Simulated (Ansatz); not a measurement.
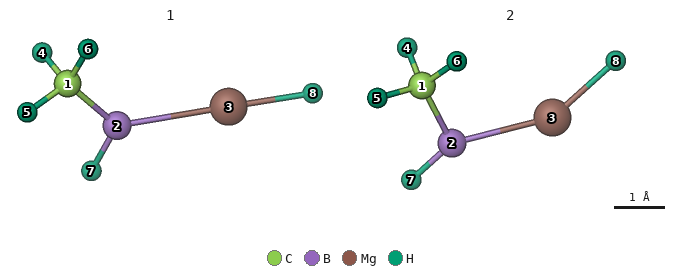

Two geometries of CH5BMg, drawn at one scale. One is the start of a relaxation, the other its converged end. The picture is a ball-and-stick view, seen from a free direction.

The calculation used RKS PBE-D4/def2-mTZVP in Ansatz 0.2.0. Settings: no spin polarisation; force threshold 0.02 eV/Å; at most 50 steps.

Which one is relaxed?

Answer. Structure 1 is the relaxed one. The run prepares an end point of a later path (hydrogen shift) calculation, from a guessed geometry. The largest move after the best rigid fit is that of H8, 1.11 Å. By element the largest moves are H 1.11 Å, B 0.40 Å, Mg 0.39 Å, C 0.32 Å. Near-neighbour distances that change, for instance: B2–Mg3 2.108 → 2.311 Å, B2–H7 1.181 → 1.214 Å, C1–H4 1.100 → 1.115 Å, C1–B2 1.578 → 1.564 Å. Among the angles between lasting bonds that change: B2–Mg3–H8 149.1° → 179.4°, Mg3–B2–H7 142.9° → 118.5°, C1–B2–Mg3 103.8° → 127.4°. Over 11 accepted moves (12 points after the start) the energy falls by 34.7 kJ/mol. Largest force component: 1.5 eV/Å at the start, 0.0071 eV/Å at the end. The line search rejected the trial step at point 9 of the run. The run took 38 s on 1 thread of Intel(R) Xeon(R) Platinum 8175M CPU @ 2.50GHz (Skylake/Cascade Lake), on a shared host, peak memory 0.15 GiB.
